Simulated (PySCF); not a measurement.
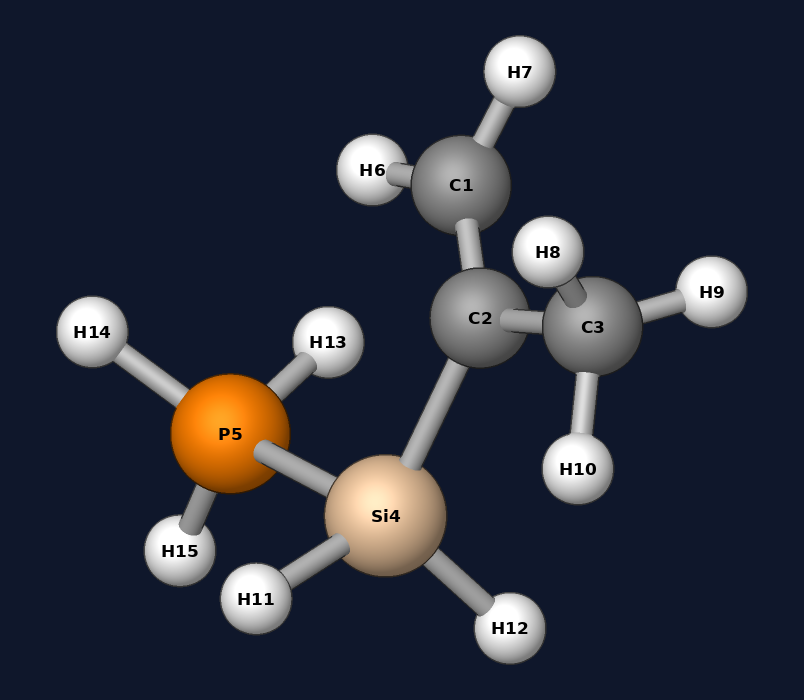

State: charge +1, singlet. Geometry: a frame of a GFN2-xTB molecular-dynamics simulation, not a minimum. Level of theory: GIAO PBE0/pcSseg-1 NMR shielding, non-relativistic, gas phase (PySCF 2.14.0). Principal shieldings σ11 ≤ σ22 ≤ σ33, span Ω = σ33 − σ11, skew κ = 3(σiso − σ22)/Ω.

Give the shielding tensors of the C atoms.

```
atom    σ11    σ22    σ33   σiso      Ω      κ
  C1  −88.6   44.7  145.3   33.8  233.9  −0.14
  C2  −73.4   27.9  153.6   36.1  227.0   0.11
  C3  142.2  157.1  173.1  157.5   30.9   0.03
```

Shieldings and span in ppm.
